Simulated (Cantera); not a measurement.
Feed: 1 mol BN, 4.4 mol HCl, 2.2 mol N2, held at 100000 Pa.

Method: chemical equilibrium by Gibbs-energy minimisation in Cantera with the NASA 1993 tables (ideal gas, pure condensed phases). Candidate condensed phases: B, BN, NH4Cl; 21 gas species. The tables' values for BCl2 are old estimates; treat these amounts as uncertain. Gases not in the tables: BHCl2. The numbers say what is thermodynamically allowed, not how fast it happens.

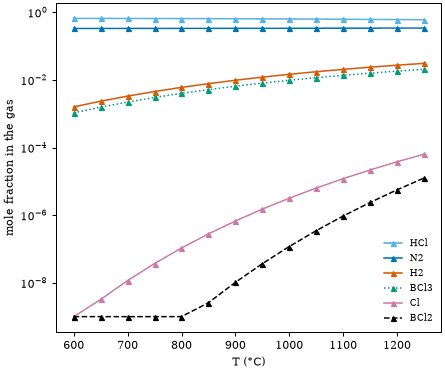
*Equilibrium gas composition (values under 1e-9 drawn at 1e-9)*

Problem. Read off the mole fractions at 1150 °C.

Solution. HCl about 0.62, N2 about 0.34, H2 about 0.024, BCl3 about 0.016, Cl about 2.2e-5, BCl2 about 2.4e-6.
